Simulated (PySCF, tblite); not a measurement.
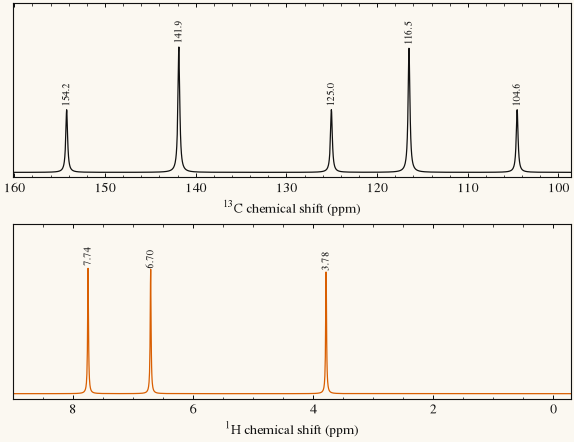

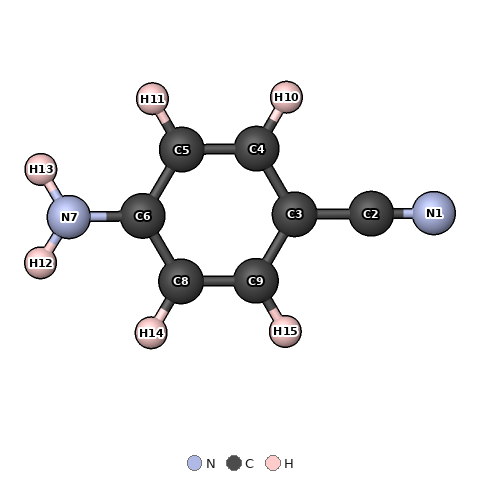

Spectrum and numbered structure of C₇H₆N₂, SMILES N#Cc1ccc(N)cc1. GIAO shifts, PBE0/pcSseg-1 in PySCF, at a GFN2-xTB geometry (a minimum by its frequencies), against TMS for ¹³C and TMS for ¹H computed at the same level. Gas phase, fully decoupled, line heights follow the number of nuclei, widths are arbitrary (no quadrupolar broadening); values of one conformer, averaged over methyl-type rotors and exact or near symmetry. Protons on N, O or S are those of the isolated molecule, without hydrogen bonds to neighbours or exchange.

**Assign the ¹³C signals to the numbered atoms.**

```tsv
δ (ppm)	nuclei	atoms
154.2	1	C6
141.9	2	C4, C9
125.0	1	C2
116.5	2	C5, C8
104.6	1	C3
```

**Which atoms give which ¹H line?**

```
δ (ppm)  nuclei     atoms
   7.74       2  H10, H15
   6.70       2  H11, H14
   3.78       2  H12, H13
```

Known limits of this run: the tight-binding geometry is rougher than a DFT one and adds to the error.
